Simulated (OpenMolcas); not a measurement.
**WCl2O2 (SMILES [O]=[W](=[O])([Cl])[Cl]), step by step**

Wanted: the energy (HF/ANO-RCC-MB), then the vertical excitations (CASSCF(6,8)/ANO-RCC-VDZ), then the excited states (CASPT2(6,8)/ANO-RCC-VDZ) of WCl2O2. 

Program for the calculation: OpenMolcas 26.06.

## 1. The system as given

WCl2O2: 5 atoms, total charge 0, spin state singlet. SMILES: `[O]=[W](=[O])([Cl])[Cl]`. The shape comes from GFN2-xTB, which is rough for such elements, and wasn't checked as a minimum.

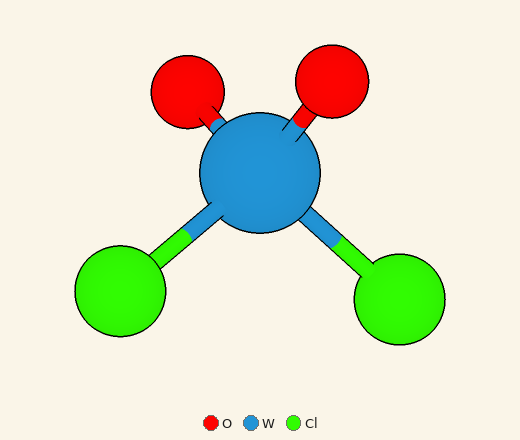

Viewed from a chosen angle; oxygen red, tungsten blue, chlorine green.

## 2. A single-point energy at HF/ANO-RCC-MB (DKH2) (run 1)

step1.input reads:

```
* Cl2O2W Hartree-Fock
&GATEWAY
Coord
5
angstrom
O       -0.189450      -0.606220       1.644520
W        0.091750      -0.097970       0.073110
O        1.464820      -0.751900      -0.629940
Cl      -1.629660      -0.610460      -1.146610
Cl       0.262530       2.066540       0.058920
Basis=ANO-RCC-MB
Group=NoSym
&SEWARD
&SCF
PrOrbitals=1 1
```

Launch:

```console
$ export MOLCAS_MEM=1860
$ pymolcas step1.input > step1.log
```

What it wrote:

```text
--- Start Module: gateway ---
[...]
--- Stop Module: gateway /rc=_RC_ALL_IS_WELL_ ---
--- Start Module: seward ---
[...]
      Basis functions           71
--- Stop Module: seward /rc=_RC_ALL_IS_WELL_ ---
[...]
--- Start Module: scf ---
[...]
       Convergence after  14 Iterations
[...]
::    Total SCF energy                             -17199.0517456432
[...]
      Total spin, S                                     0.0000000000
[...]
      Total electronic charge=  124.000000
      Total            charge=   -0.000000
[...]
      Dipole Moment (debye):
      Origin of the operator (angstrom)=   -0.0368    0.0391   -0.0292
                   X= -6.7292E-01               Y=  7.1384E-01               Z= -5.3424E-01           Total=  1.1170E+00
      Quadrupole Moment (debye*angstrom):
[...]
--- Stop Module: scf /rc=_RC_ALL_IS_WELL_ ---
[...]
```

Run time: 20 s. Hardware: 1 thread of Arm Neoverse V1, shared host; peak memory 0.46 GiB.

## 3. The vertical excitations at CASSCF(6,8)/ANO-RCC-VDZ (DKH2, RICD fitting, 3 states averaged) (run 2)

step2.inp reads:

```
>>> EXPORT MOLCAS_PRINT=2
&GATEWAY
Coord
5
angstrom
O       -0.189450      -0.606220       1.644520
W        0.091750      -0.097970       0.073110
O        1.464820      -0.751900      -0.629940
Cl      -1.629660      -0.610460      -1.146610
Cl       0.262530       2.066540       0.058920
Basis=ANO-RCC-MB
Group=NoSym
&SEWARD
&RASSCF
FileOrb=$CurrDir/step1.ScfOrb
Alter=3
1 53 60
1 54 61
1 55 62
Spin=1
Nactel=6 0 0
Inactive=59
Ras2=8
CIRoot=3 3 1
OrbListing=Nothing
>>> COPY $Project.RunFile RUNFIL1
>>> COPY $Project.RasOrb INPORB
&GATEWAY
Coord
5
angstrom
O       -0.189450      -0.606220       1.644520
W        0.091750      -0.097970       0.073110
O        1.464820      -0.751900      -0.629940
Cl      -1.629660      -0.610460      -1.146610
Cl       0.262530       2.066540       0.058920
Basis=ANO-RCC-VDZ
Group=NoSym
RICD
&SEWARD
>>> COPY $Project.RunFile RUNFIL2
&EXPBAS
&RASSCF
FileOrb=$Project.ExpOrb
Spin=1
Nactel=6 0 0
Inactive=59
Ras2=8
CIRoot=3 3 1
OrbListing=Nothing
OrbAppear=Compact
```

Launch:

```console
$ export MOLCAS_MEM=1860
$ pymolcas step2.inp > step2.log
```

What it wrote, shortened:

```text
--- Start Module: gateway ---
[...]
--- Stop Module: gateway /rc=_RC_ALL_IS_WELL_ ---
[...]
      Basis functions           71
[...]
      Number of active orbitals                  8
[...]
      Spin quantum number                      0.0
[...]
      Active orbitals                            8
[...]
      Number of CSFs                          1176
[...]
      Number of root(s) required                 3
[...]
      Convergence after 65 iterations
[...]
      Natural orbitals and occupation numbers for root  1
      sym 1:   1.912553   1.888795   1.929942   0.000594   0.121353   0.076686   0.002684   0.067394
      Natural orbitals and occupation numbers for root  2
      sym 1:   1.849824   1.016259   1.941212   1.003305   0.115024   0.019867   0.002053   0.052456
      Natural orbitals and occupation numbers for root  3
      sym 1:   1.934083   1.899786   1.178032   0.813020   0.107185   0.057619   0.001387   0.008888
      ************************************************************************************************************************
      *                                                    Final results                                                     *
[...]
::    RASSCF root number  1 Total energy: -17199.16210915
::    RASSCF root number  2 Total energy: -17199.00803292
::    RASSCF root number  3 Total energy: -17198.99138026
[...]
      Basis functions          103
[...]
      Convergence after 49 iterations
[...]
      Natural orbitals and occupation numbers for root  1
      sym 1:   1.915842   1.902675   1.938601   0.001489   0.107796   0.071060   0.002681   0.059856
      Natural orbitals and occupation numbers for root  2
      sym 1:   1.852204   1.012632   1.950825   1.004482   0.111352   0.022573   0.002143   0.043789
      Natural orbitals and occupation numbers for root  3
      sym 1:   1.921321   1.878596   1.184889   0.804640   0.122056   0.067530   0.009559   0.011409
      ************************************************************************************************************************
      *                                                    Final results                                                     *
[...]
::    RASSCF root number  1 Total energy: -17199.28733641
::    RASSCF root number  2 Total energy: -17199.12720182
::    RASSCF root number  3 Total energy: -17199.11178216
[...]
      Total electronic charge=  124.000000
      Total            charge=   -0.000000
[...]
```

Wall time 92 s (1 thread of Arm Neoverse V1, shared host); peak memory 0.61 GiB.

## 4. The excited states at CASPT2(6,8)/ANO-RCC-VDZ (DKH2, RICD fitting, ipea shift 0.25 Eh, pt2 variant MS, 3 states averaged) (run 3)

step3.inp reads:

```
>>> EXPORT MOLCAS_PRINT=2
&gateway
coord
5
angstrom
O       -0.189450      -0.606220       1.644520
W        0.091750      -0.097970       0.073110
O        1.464820      -0.751900      -0.629940
Cl      -1.629660      -0.610460      -1.146610
Cl       0.262530       2.066540       0.058920
basis = ANO-RCC-VDZ
group = NoSym
ricd
&seward
&rasscf
fileorb = $CurrDir/step2.RasOrb
spin = 1
nactel = 6 0 0
inactive = 59
ras2 = 8
ciroot = 3 3 1
orblisting = Nothing
orbappear = Compact
&caspt2
multistate = all
imaginary = 0.2
&rassi
nrofjobiphs = 1 all
iphnames
JOBMIX
ejob
```

Launch:

```console
$ export MOLCAS_MEM=1860
$ pymolcas step3.inp > step3.log
```

What it wrote, shortened:

```text
--- Start Module: gateway ---
[...]
      Basis functions          103
[...]
      Number of active orbitals                  8
[...]
      Spin quantum number                      0.0
[...]
      Active orbitals                            8
[...]
      Number of CSFs                          1176
[...]
      Number of root(s) required                 3
[...]
      Convergence after  9 iterations
[...]
      printout of CI-coefficients larger than  0.05 for root  1
      energy=  -17199.287338
      conf/sym  11111111     Coeff  Weight
             1  22200000   0.91148 0.83079
             2  22ud0000  -0.13743 0.01889
            14  22u0000d  -0.07580 0.00575
            16  2u200d00   0.14717 0.02166
            19  u220d000  -0.12974 0.01683
            26  220u000d  -0.05730 0.00328
[...]
      Natural orbitals and occupation numbers for root  1
      sym 1:   1.915842   1.902694   1.938597   0.001488   0.107783   0.071055   0.002681   0.059860
      Natural orbitals and occupation numbers for root  2
      sym 1:   1.852188   1.012638   1.950822   1.004482   0.111356   0.022579   0.002143   0.043792
      Natural orbitals and occupation numbers for root  3
      sym 1:   1.921330   1.878628   1.184892   0.804638   0.122028   0.067518   0.009558   0.011408
      ************************************************************************************************************************
      *                                                    Final results                                                     *
[...]
::    RASSCF root number  1 Total energy: -17199.28733817
::    RASSCF root number  2 Total energy: -17199.12719790
[...]
      Total electronic charge=  124.000000
      Total            charge=   -0.000000
[...]
--- Start Module: caspt2 ---
[...]
::    MS-CASPT2 Root  3     Total energy: -17199.62867170
[...]
::    RASSI State    1     Total energy:  -17199.81722215154878
::    RASSI State    2     Total energy:  -17199.64197176292510
::    RASSI State    3     Total energy:  -17199.62867170027312
[...]
  SPIN-FREE ENERGIES:
  (Shifted by EMIN (a.u.) =     -17199.8172221515)
 SF State       Relative EMIN(au)   Rel lowest level(eV)    D:o, cm**(-1)
     1             0.0000000000        0.0000000000              0.0000
     2             0.1752503886        4.7688060146          38463.0144
     3             0.1885504513        5.1307191565          41382.0408
[...]
--- Stop Module: rassi /rc=_RC_ALL_IS_WELL_ ---
[...]
```

Run time: 49 s. Hardware: 1 thread of Arm Neoverse V1, shared host; peak memory 0.61 GiB.

## 5. Summary of results

```
                           quantity                                                                value
 run 1, HF/ANO-RCC-MB: total energy                                                      -17199.05175 Eh
run 1, HF/ANO-RCC-MB: dipole moment                                                               1.12 D
  run 1, HF/ANO-RCC-MB: HOMO energy                                                            -13.89 eV
  run 1, HF/ANO-RCC-MB: LUMO energy                                                             -1.63 eV
run 1, HF/ANO-RCC-MB: HOMO–LUMO gap                                                             12.26 eV
     run 2, CASSCF(6,8)/ANO-RCC-VDZ  no result (a known fault or a wrong state: its values are left out)
     run 3, CASPT2(6,8)/ANO-RCC-VDZ  no result (a known fault or a wrong state: its values are left out)
```

Mulliken charges (run 1, HF/ANO-RCC-MB) run from -0.48 on O1 to +1.46 on W2; they depend strongly on the basis. 2 of the 3 runs ended normally but are set aside, since settings or state are in doubt.
